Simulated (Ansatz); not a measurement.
# KVF3 (cubic perovskite) (Pm-3m): how robust is the cRPA U?

What does U in KVF3 (cubic perovskite) (Pm-3m) depend on besides the window?

Program: Ansatz 0.2.0. Level of theory: constrained RPA on LDA, plane waves, PAW. Results are calculated unless marked as measured.

The structure was built from a prototype and need not be the compound's stable phase.

## 1. The structure

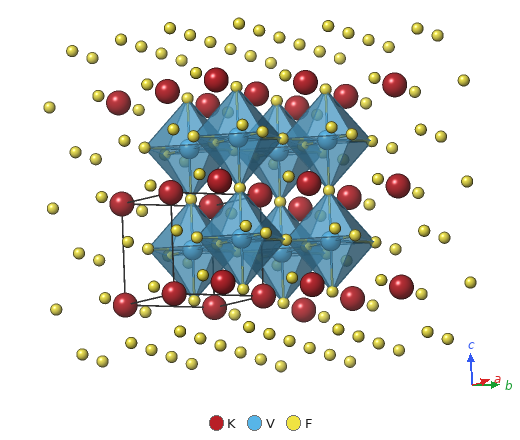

The starting structure, seen from a free direction (potassium red, vanadium blue, fluorine yellow). 2×2×2 cells are drawn. Some periodic images of atoms are drawn too.

The structure was relaxed with LDA. The structure type comes from a generator and need not be one that this composition takes. The structure was generated from a model, not taken from a measurement. The runs that relaxed it are not among those shown. The program's search for lower electronic states was switched off, so nothing shows that the state found is the lowest. The default PAW set here is soft_2. Its files were made with PBE.

## 2. Base: V t2g, bands v2 to c1, 4×4×4 mesh, medium accuracy

Constrained RPA screens the interaction with every transition except those inside the target bands, which a later many-body model would treat itself.

Contents of input.yaml:

```yaml
crystal:
  lattice:
    - [0.0, -3.95648778, 0.0]
    - [0.0, 0.0, 3.95648778]
    - [-3.95648778, 0.0, 0.0]
  atoms:
    - { symbol: K, position: [0.0, 0.0, 0.0] }
    - { symbol: V, position: [0.5, 0.5, 0.5] }
    - { symbol: F, position: [0.5, 0.5, 0.0] }
    - { symbol: F, position: [0.5, 0.0, 0.5] }
    - { symbol: F, position: [0.0, 0.5, 0.5] }
kpoints:
  mp_grid: { grid: [8, 8, 8] }
hamiltonian:
  xc: lda
scf:
  occupations: { method: gaussian, width: 0.08 }
  n_extra_bands: 19
  max_iter: 150
  lower_state_search: "off"
output:
  crpa:
    kmesh: [4, 4, 4]
    target_bands: [v2, c1]
    projections: [{ species: V, l: d, shell: 3, orbitals: [dxz, dyz, dxy] }]
  local_orbitals:
    kmesh: [8, 8, 8]
    orbitals: [{ species: V, l: d, shell: 3, orbitals: [dxz, dyz, dxy] }]
    window: { bands: [v2, c1] }
    seedname: lo
```

Run with:

```bash
> ansatz run input.yaml --threads 4 --pin off --max-ram 9216MiB --backend cpu --events-out ev --progress --plain --runs-dir out
```

Numbers of over 12 decimals in the logs are rounded to 6 here.

What it wrote:

```text
scf.n_extra_bands = 19 over 22 filled bands (N_el = 43.0): the run solves 41 bands
Engine: ansatz 0.2.0, aarch64-unknown-linux-gnu
Pseudopotentials: kind: paw
Pseudopotential: K, paw, valence charge 9, recommended cutoff 420 eV (normal), K.paw.azcp
Pseudopotential: V, paw, valence charge 13, recommended cutoff 420 eV (normal), V.paw.azcp
Pseudopotential: F, paw, valence charge 7, recommended cutoff 420 eV (normal), F.paw.azcp
Functional definition: SPW92
  exchange = slater_x
  correlation = pw_c
Crystal: 5 atoms, lattice volume = 61.934 Å³
Basis set: ecut = 420 eV, 1213 PW (Γ)
Bands: 41, of which v1, the nominal top of the filled ones, is band 22 counted from 1 (21 counted from 0)
Symmetry: 48 space group operations
Space group: Pm-3m (ITA 221), of the structure as read, at distance tolerance 4.0e-5 Å
k-points: 35 of 512
Non-local potential: K, projectors of the file, l = 0: 3, l = 1: 2, l = 2: 2
Non-local potential: V, projectors of the file, l = 0: 3, l = 1: 2, l = 2: 3, l = 3: 1
Non-local potential: F, projectors of the file, l = 0: 2, l = 1: 2, l = 2: 1
PAW form: soft (Blöchl's): semilocal exchange-correlation on the pseudo side does not see the compensation charge
PAW frozen core: K, regenerated for the run's functional, and the local potential with it (the file was generated under x = pbe(κ = 0.804, μ = 0.219515), c = pbe(β = 0.066725))
PAW frozen core: V, regenerated for the run's functional, and the local potential with it (the file was generated under x = pbe(κ = 0.804, μ = 0.219515), c = pbe(β = 0.066725))
PAW frozen core: F, regenerated for the run's functional, and the local potential with it (the file was generated under x = pbe(κ = 0.804, μ = 0.219515), c = pbe(β = 0.066725))
PAW one-centre angular grid: K, 110 points (default); XC on 64 Gauss nodes
PAW one-centre angular grid: V, 590 points (default); XC on 64 Gauss nodes
PAW one-centre angular grid: F, 110 points (default); XC on 64 Gauss nodes
Initial density: superposition of atomic densities (neutral atoms: chi_scale 0, normalization atom), corrected by the library's trained network
Initial wavefunctions: pseudopotential atomic-orbital guess
Functional: x = slater, c = lda
SCF iter   1: F=—  HF=-6741.691409 eV  |F-HF|=—  |Δ(HF+E_count)|=         —  Δρ=2.06e-2  dr2=1.76e-1  ethr=1.77e-3  ⟨swp⟩=5.1  Hψ=6058  notcnv=0  defer=250
preconditioner: auto → LDOS  [metal: Δε(μ)=0.005 eV  Ē_g=20.591 eV  σ=0.080 eV  W_gap=0.03  n_scr=18 (ndim 8)  ℏωp=27.1 eV  f_vac=0.044  D(μ)=8.92/eV (n_scr^D=146)  β→1.0]
SCF iter   2: F=—  HF=-6741.644267 eV  |F-HF|=—  |Δ(HF+E_count)|=   4.71e-2  Δρ=1.06e-2  dr2=2.81e-2  ethr=4.08e-4  ⟨swp⟩=2.0  Hψ=2607  notcnv=0  defer=366
[...]
SCF iter   8: F=-6741.634895 eV  HF=-6741.634895 eV  |F-HF|=1.48e-8  |Δ(HF+E_count)|=   2.55e-7  Δρ=8.47e-6  dr2=2.36e-8  ethr=2.33e-10  ⟨swp⟩=8.2  Hψ=7182  notcnv=0
SCF 1 converged in 8 iterations: F = -6741.634895 eV  dr2 = 2.36e-8
[...]
NSCF: frozen V_eff on 38 k-points
NSCF: frozen V_eff on 10 k-points
[...]
cRPA screening: q 1/64
cRPA screening: q 2/64
cRPA screening: q 8/64 (q-point 3)
cRPA screening: q 11/64 (q-point 6)
cRPA screening: q 23/64 (q-point 7)
cRPA screening: q 35/64 (q-point 11)
cRPA screening: q 38/64 (q-point 22)
cRPA screening: q 46/64 (q-point 23)
cRPA screening: q 58/64 (q-point 27)
cRPA screening: q 64/64 (q-point 43)
SCF converged after 8 iterations
Free energy (F): -6741.634895 eV
Harris-Foulkes:  -6741.634895 eV  (|F-HF|=1.48e-8)
Internal energy: -6741.605489 eV  (E = F + TS)
E sigma→0 (E₀):  -6741.620192 eV
Entropy (-TS):   -0.029406 eV (-5.881 meV/atom)
Fermi energy:    11.114524 eV
--- Per-component energies (eV) ---
  E_band       = -362.660364
  E_kinetic    = 1209.376229
  E_local      = -3475.101217  (includes V_loc(G=0)·N_el)
  E_nonlocal   = 207.645249
  E_hartree    = 1380.426257
  E_xc         = -495.907517
  E_vxc        = -630.834119  (∫ρ·V_xc dr)
  E_paw        = -2370.065520  (= ΣΔE_a)
  E_vpaw       = -434.605175  (= ΣTr[D̂ρ^β])
  E_aug_tail   = 0.006370  (compensation charges beyond the density's cutoff)
  E_ewald      = -3198.928745
  E_core_change = 0.943405  (= ΣΔE_core)
  E_smearing   = -0.029406  (= −TS)
  E_closure    = 0.000000  (closes the sum)
  Σ components = -6741.634895   (vs F -6741.634895, Δ=0.00e0)
--- Band table (eV; the first three rows and the last of 35) ---
  k-point 0: bands = [... 18 lower, 3.3674, 3.3674, 10.2179, 10.2179, 10.2179, 11.5427, 11.7836, 11.7836, ... 15 higher]
  k-point 1: bands = [... 18 lower, 3.3285, 3.3285, 10.2358, 10.3557, 10.3557, 11.7855, 11.7939, 12.0415, ... 15 higher]
  k-point 2: bands = [... 18 lower, 3.2510, 3.2510, 10.2798, 10.6897, 10.6897, 11.8150, 12.2438, 12.7838, ... 15 higher]
  k-point 34: bands = [... 18 lower, 3.7132, 3.7132, 11.8120, 11.8120, 11.8120, 14.2741, 14.2741, 14.6221, ... 15 higher]
--- cRPA (band scheme, projected local orbitals): target bands 21..23 (1-based), 3 Wannier function(s), 4×4×4 mesh, 46 bands' worth read of 51 solved, ecut_chi 136.0 eV, v(q+G=0) probe_charge, pair densities all_electron ---
  bands read: the sum over 46 bands ends inside a degenerate multiplet in 25 slots, whose members it reads at an even weight; the widest, k=0: bands 45 to 47 (counted from 1) at 2/3 each
  χ-basis size per q: N_G = 208..251
  window electrons = 3.0000, filled by tetrahedron_uncorrected; constrained ε̄⁻¹(q = 0, 0) head = 0.380035; min gauge Gram eig = 0.8746
  Kanamori averages over each shell's own Wannier functions (sites counted from 0, functions from 1):
    Site 1, 3D, 3 of 5 d orbitals (Wannier functions 1, 2, 3; wannier90's mr 2, 3, 5):
      screened: U = 6.5364 eV, U' = 5.5507 eV, J = 0.4718 eV
      screened, to within: U = 8.3e-3 eV, U' = 8.3e-3 eV, J = 1.4e-3 eV
      bare: V = 17.3951 eV, V' = 16.1258 eV, J = 0.6331 eV
  Hermiticity witness max|P − P†| over intra, direct and exchange elements: 3.55e-15 eV (screened), 1.79e-19 eV (bare)
  Reality witness max|Im| over intra, direct and exchange elements: 1.02e-19 eV (screened), 2.68e-19 eV (bare)
```

It took 31 s on 4 threads of Arm Neoverse V1, shared host; peak memory 0.54 GiB.

This step gave:

```yaml
u: 6.536 eV
u_prime_inter_orbital: 5.551 eV
j: 0.4718 eV
bare_v: 17.40 eV
bare_j: 0.6331 eV
stated_bound_on_u: 0.008246 eV
u_over_bare_v: 0.3758
electrons_in_the_window: 3.000
head_of_the_constrained_inverse_dielectric_matrix: 0.3800
least_eigenvalue_of_the_projection_s_overlap: 0.8746
target_functions: 3
bands_in_the_sums: 46
r_m_s_miss_of_the_model_bands: 4.93e-5 eV
width_of_the_target_bands: 1.594 eV
weight_of_the_projected_orbitals_in_the_window: 0.9203
```

On the V t2g shell, screening brings the on-site interaction from 17.4 eV down to U = 6.54 eV.

## 3. Changed: 6×6×6 mesh

input.yaml, the sections that differ from step 2:

```yaml
output:
  crpa:
    kmesh: [6, 6, 6]
    target_bands: [v2, c1]
    projections: [{ species: V, l: d, shell: 3, orbitals: [dxz, dyz, dxy] }]
# crystal, kpoints, hamiltonian, scf: as in step 2
```

What it wrote:

```text
[...]
Crystal: 5 atoms, lattice volume = 61.934 Å³
Basis set: ecut = 420 eV, 1213 PW (Γ)
Bands: 41, of which v1, the nominal top of the filled ones, is band 22 counted from 1 (21 counted from 0)
Symmetry: 48 space group operations
[...]
k-points: 35 of 512
[...]
SCF iter   1: F=—  HF=-6741.691409 eV  |F-HF|=—  |Δ(HF+E_count)|=         —  Δρ=2.06e-2  dr2=1.76e-1  ethr=1.77e-3  ⟨swp⟩=5.1  Hψ=6058  notcnv=0  defer=250
[...]
SCF iter   8: F=-6741.634895 eV  HF=-6741.634895 eV  |F-HF|=1.48e-8  |Δ(HF+E_count)|=   2.55e-7  Δρ=8.47e-6  dr2=2.36e-8  ethr=2.33e-10  ⟨swp⟩=8.2  Hψ=7182  notcnv=0
SCF 1 converged in 8 iterations: F = -6741.634895 eV  dr2 = 2.36e-8
[...]
NSCF: frozen V_eff on 20 k-points
[...]
cRPA screening: q 1/216
cRPA screening: q 2/216
cRPA screening: q 8/216 (q-point 3)
cRPA screening: q 14/216 (q-point 4)
cRPA screening: q 17/216 (q-point 8)
[...]
SCF converged after 8 iterations
Free energy (F): -6741.634895 eV
[...]
Internal energy: -6741.605489 eV  (E = F + TS)
E sigma→0 (E₀):  -6741.620192 eV
Entropy (-TS):   -0.029406 eV (-5.881 meV/atom)
Fermi energy:    11.114524 eV
[...]
--- Band table (eV; the first three rows and the last of 35) ---
  k-point 0: bands = [... 18 lower, 3.3674, 3.3674, 10.2179, 10.2179, 10.2179, 11.5427, 11.7836, 11.7836, ... 15 higher]
  k-point 1: bands = [... 18 lower, 3.3285, 3.3285, 10.2358, 10.3557, 10.3557, 11.7855, 11.7939, 12.0415, ... 15 higher]
  k-point 2: bands = [... 18 lower, 3.2510, 3.2510, 10.2798, 10.6897, 10.6897, 11.8150, 12.2438, 12.7838, ... 15 higher]
  k-point 34: bands = [... 18 lower, 3.7132, 3.7132, 11.8120, 11.8120, 11.8120, 14.2741, 14.2741, 14.6221, ... 15 higher]
[...]
χ-basis size per q: N_G = 208..251
[...]
Site 1, 3D, 3 of 5 d orbitals (Wannier functions 1, 2, 3; wannier90's mr 2, 3, 5):
      screened: U = 6.5490 eV, U' = 5.5636 eV, J = 0.4719 eV
      screened, to within: U = 1.2e-2 eV, U' = 1.2e-2 eV, J = 2.1e-3 eV
      bare: V = 17.3787 eV, V' = 16.1098 eV, J = 0.6329 eV
[...]
```

The job ended after 2.3 min (4 threads; peak memory 0.73 GiB; 8.9 min of CPU time).

Numbers from this step:

```yaml
u: 6.549 eV
u_prime_inter_orbital: 5.564 eV
j: 0.4719 eV
bare_v: 17.38 eV
bare_j: 0.6329 eV
stated_bound_on_u: 0.01104 eV
u_over_bare_v: 0.3768
electrons_in_the_window: 3.000
head_of_the_constrained_inverse_dielectric_matrix: 0.3859
least_eigenvalue_of_the_projection_s_overlap: 0.8746
target_functions: 3
bands_in_the_sums: 46
width_of_the_target_bands: 1.594 eV
weight_of_the_projected_orbitals_in_the_window: 0.9203
```

On the V t2g shell, screening brings the on-site interaction from 17.4 eV down to U = 6.55 eV.

## 4. Changed: 2×2×2 mesh

input.yaml: that of step 3 with these lines changed.

```diff
@@ -22,3 +22,3 @@
   crpa:
-    kmesh: [6, 6, 6]
+    kmesh: [2, 2, 2]
     target_bands: [v2, c1]
```

What it wrote:

```text
[...]
Crystal: 5 atoms, lattice volume = 61.934 Å³
Basis set: ecut = 420 eV, 1213 PW (Γ)
Bands: 41, of which v1, the nominal top of the filled ones, is band 22 counted from 1 (21 counted from 0)
Symmetry: 48 space group operations
[...]
k-points: 35 of 512
[...]
k-point 34: bands = [... 18 lower, 3.7132, 3.7132, 11.8120, 11.8120, 11.8120, 14.2741, 14.2741, 14.6221, ... 15 higher]
[...]
χ-basis size per q: N_G = 208..251
[...]
Site 1, 3D, 3 of 5 d orbitals (Wannier functions 1, 2, 3; wannier90's mr 2, 3, 5):
      screened: U = 6.8652 eV, U' = 5.8640 eV, J = 0.4743 eV
      screened, to within: U = 6.0e-3 eV, U' = 6.0e-3 eV, J = 6.5e-4 eV
      bare: V = 17.6553 eV, V' = 16.3707 eV, J = 0.6392 eV
[...]
[key lines of the parts left out:]
SCF converged after 8 iterations
Free energy (F): -6741.634895 eV
Fermi energy:    11.114524 eV
```

Run time: 6.8 s. Hardware: 4 threads; peak memory 0.46 GiB; 24 s of CPU time.

Numbers from this step:

```
U                                                 : 6.865 eV
U prime (inter-orbital)                           : 5.864 eV
J                                                 : 0.4743 eV
bare V                                            : 17.66 eV
bare J                                            : 0.6392 eV
stated bound on U                                 : 0.005999 eV
U over bare V                                     : 0.3888
electrons in the window                           : 3.000
head of the constrained inverse dielectric matrix : 0.3736
least eigenvalue of the projection's overlap      : 0.8746
target functions                                  : 3
bands in the sums                                 : 46
width of the target bands                         : 1.594 eV
weight of the projected orbitals in the window    : 0.9203
```

On the V t2g shell, screening brings the on-site interaction from 17.7 eV down to U = 6.87 eV.

## 5. Changed: sums over states on smooth products

input.yaml: that of step 4 with these lines changed.

```diff
@@ -22,4 +22,8 @@
   crpa:
-    kmesh: [2, 2, 2]
+    kmesh: [4, 4, 4]
     target_bands: [v2, c1]
     projections: [{ species: V, l: d, shell: 3, orbitals: [dxz, dyz, dxy] }]
+    accuracy: sum_over_states
+    pair_densities: pseudo
+    n_empty_bands: 44
+    ecut_chi: 136
```

What it wrote:

```text
[...]
Crystal: 5 atoms, lattice volume = 61.934 Å³
Basis set: ecut = 420 eV, 1213 PW (Γ)
Bands: 41, of which v1, the nominal top of the filled ones, is band 22 counted from 1 (21 counted from 0)
Symmetry: 48 space group operations
[...]
k-points: 35 of 512
[...]
χ-basis size per q: N_G = 208..251
[...]
U and J over all bands: no bound (output.crpa.accuracy: sum_over_states); those below are of the sums over the bands read on the sphere of ecut_chi alone
[...]
Site 1, 3D, 3 of 5 d orbitals (Wannier functions 1, 2, 3; wannier90's mr 2, 3, 5):
      screened: U = 6.7944 eV, U' = 5.6200 eV, J = 0.5369 eV
      bare: V = 17.3951 eV, V' = 16.1258 eV, J = 0.6331 eV
[...]
[key lines of the parts left out:]
SCF converged after 8 iterations
Free energy (F): -6741.634895 eV
Fermi energy:    11.114524 eV
```

It took 5.4 s on 4 threads; peak memory 0.42 GiB; 19 s of CPU time.

This variant gives U = 6.79 eV against 6.54 eV. It is a finite sum over empty states with no bound on its error and stays out of the table below.

## 6. Changed: accuracy high

input.yaml: that of step 5 with these lines changed.

```diff
@@ -25,5 +25,2 @@
     projections: [{ species: V, l: d, shell: 3, orbitals: [dxz, dyz, dxy] }]
-    accuracy: sum_over_states
-    pair_densities: pseudo
-    n_empty_bands: 44
-    ecut_chi: 136
+    accuracy: high
```

What it wrote:

```text
[...]
Crystal: 5 atoms, lattice volume = 61.934 Å³
Basis set: ecut = 420 eV, 1213 PW (Γ)
Bands: 41, of which v1, the nominal top of the filled ones, is band 22 counted from 1 (21 counted from 0)
Symmetry: 48 space group operations
[...]
k-points: 35 of 512
[...]
k-point 34: bands = [... 18 lower, 3.7132, 3.7132, 11.8120, 11.8120, 11.8120, 14.2741, 14.2741, 14.6221, ... 15 higher]
[...]
χ-basis size per q: N_G = 208..251
[...]
Site 1, 3D, 3 of 5 d orbitals (Wannier functions 1, 2, 3; wannier90's mr 2, 3, 5):
      screened: U = 6.5377 eV, U' = 5.5519 eV, J = 0.4721 eV
      screened, to within: U = 5.9e-4 eV, U' = 5.9e-4 eV, J = 6.0e-5 eV
      bare: V = 17.3951 eV, V' = 16.1258 eV, J = 0.6331 eV
[...]
[key lines of the parts left out:]
SCF converged after 8 iterations
Free energy (F): -6741.634895 eV
Fermi energy:    11.114524 eV
```

Run time: 45 s. Hardware: 4 threads; peak memory 0.61 GiB; 2.8 min of CPU time.

This step gave:

```
U                                                 : 6.538 eV
U prime (inter-orbital)                           : 5.552 eV
J                                                 : 0.4721 eV
bare V                                            : 17.40 eV
bare J                                            : 0.6331 eV
stated bound on U                                 : 5.87e-4 eV
U over bare V                                     : 0.3758
electrons in the window                           : 3.000
head of the constrained inverse dielectric matrix : 0.3800
least eigenvalue of the projection's overlap      : 0.8746
target functions                                  : 3
bands in the sums                                 : 46
width of the target bands                         : 1.594 eV
weight of the projected orbitals in the window    : 0.9203
```

On the V t2g shell, screening brings the on-site interaction from 17.4 eV down to U = 6.54 eV.

(Part 1 of 2 ends here.)

[Paths, hosts, dates, memory and timing lines, banners, echoed tables and standing remarks are left out of the program output.]

[Logs are printed without paths, hosts, clocks, repeated set-up lines and the standing remarks that a program may print on its own settings, such as how far it seeks lower states.]

[Runs of the session that timed out or met a known fault of the program may be left out.]

[Hosts, paths, dates, database ids (printed as entryN), source tags and the programs' standing remarks are cut or masked in the printed files.]
